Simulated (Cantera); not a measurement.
A closed system holds: 1 mol SiF4, 31 mol N2O, 5.1 mol H2, 14 mol O2, at 1.00 bar.

Equilibrium computed with Cantera from the NASA thermochemical tables; the gas is ideal and each condensed phase is pure. Candidate condensed phases: H2O, Si, SiO2, Si2N2O, Si3N4; 58 gas species. The tables hold silica as quartz up to 1696 K and as liquid above; real silica turns to tridymite and cristobalite and melts near 1996 K. Gases not in the tables: Si(OH)4. Equilibrium is a limit: real reactors are often held back by kinetics, nucleation or transport.

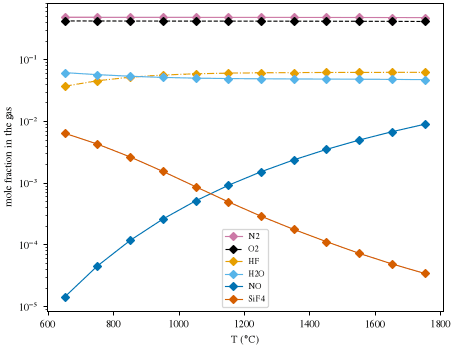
*Equilibrium gas composition (values under 1e-9 drawn at 1e-9)*

From 652 °C to 1352 °C the condensed part is SiO2(β-quartz). From 1452 °C to 1652 °C the condensed part is SiO2(condensed). At 1752 °C the condensed part is SiO2(l). The share of Si in condensed phases is highest at 1752 °C (99.8 %) and lowest at 652 °C (59.0 %).
